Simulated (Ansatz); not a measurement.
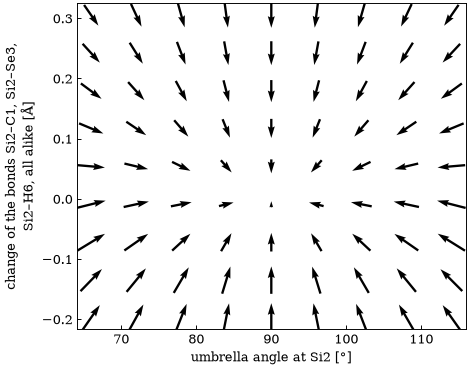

CH3SeSi, SMILES C=[SiH][Se-], charge −1. The first coordinate is: umbrella angle at Si2 (between each of its bonds and their common axis; 90 is planar); the second: change of the bonds Si2–C1, Si2–Se3, Si2–H6, all alike. Nothing is relaxed (all other coordinates rigid). The grid has 9 × 9 points; 45 points were computed and 36 follow by symmetry. Points are written as (first, second). These are results of RKS PBE0-D4/def2-TZVPD in Ansatz 0.2.0, not measurements.

The picture shows arrows along the force (downhill), their lengths compressed.

Question: The arrows alone are given. Where is the energy lowest?

Answer: The arrows converge at about (90°, 0.000 Å) (read from the interpolated surface).

The energy map of the same scan:

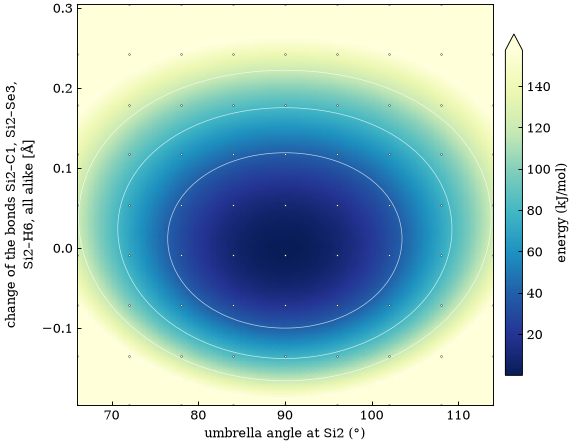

Energies are in kJ/mol, from the relaxed molecule at the same level; between grid points the surface is interpolated.
